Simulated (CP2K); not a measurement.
Band structure of HfSb₄Mo (Cm, 6 atoms in the cell).

```xyz
6
Lattice="5.4752 0.0000 0.0000 4.2473 3.4552 0.0000 -3.9391 -1.3999 7.3258" Properties=species:S:1:pos:R:3 pbc="T T T"
Hf     0.7205     0.2560     1.3975
Sb     6.4726     2.3002     3.4937
Sb    -0.6300    -0.2239     4.0011
Sb     3.4758     1.2352     0.6899
Sb     2.2646     0.8048     6.4752
Mo     5.0568     1.7971     5.9199
```

Method: LDA (Pade form), GPW, DZVP-MOLOPT-SR-GTH basis, GTH-PADE potentials (GTH_POTENTIALS) in CP2K.

Settings: CUTOFF = 500 Ry; REL_CUTOFF = 50 Ry; SMEAR/METHOD = FERMI_DIRAC; ELECTRONIC_TEMPERATURE = 1160.45 K; KPOINTS/SCHEME = MONKHORST-PACK 4 4 2; GAMMA_CENTERED = T; XC_FUNCTIONAL = PADE; Hf/BASIS_SET = DZVP-MOLOPT-SR-GTH-q12; Hf/POTENTIAL = GTH-PADE-q12; Sb/BASIS_SET = DZVP-MOLOPT-SR-GTH-q5; Sb/POTENTIAL = GTH-PADE-q5; Mo/BASIS_SET = DZVP-MOLOPT-SR-GTH-q14; Mo/POTENTIAL = GTH-PADE-q14; METHOD = GPW.

The starting cell comes from a database of computed structures (which also holds hypothetical and non-ambient phases and stackings), without a prior relaxation at this level. Its lattice was rescaled by a random factor within 2.5 % of one. Spin-orbit coupling is off. Spin polarisation is off. Values carry the incompleteness of an atom-centred basis.

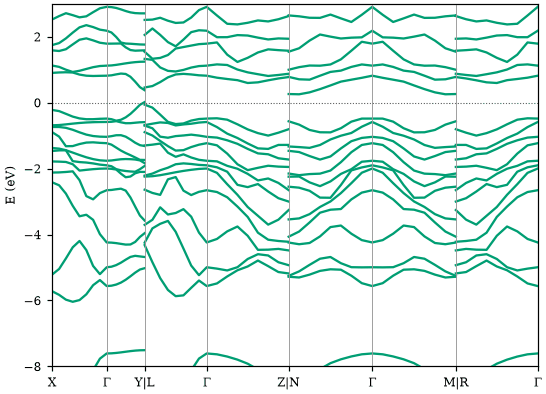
*Bands along the path, energies from the Fermi level.*

Levels in eV from the Fermi level, bands 20 to 25:
| point | 20 | 21 | 22 | 23 | 24 | 25 |
|---|---|---|---|---|---|---|
| X | -0.90 | -0.74 | -0.69 | -0.22 | 0.90 | 1.13 |
| Γ | -1.23 | -1.04 | -0.59 | -0.48 | 0.82 | 1.12 |
| Y | -1.74 | -1.32 | -0.59 | 0.02 | 0.38 | 1.24 |
| Z | -1.95 | -1.72 | -1.28 | -0.81 | 0.78 | 0.88 |
| M | -2.15 | -1.46 | -1.33 | -0.57 | 0.26 | 0.78 |

No band crosses the Fermi level by more than 0.03 eV along this path.

Higher empty bands are left out: an atom-centred basis made for the valence describes them poorly.
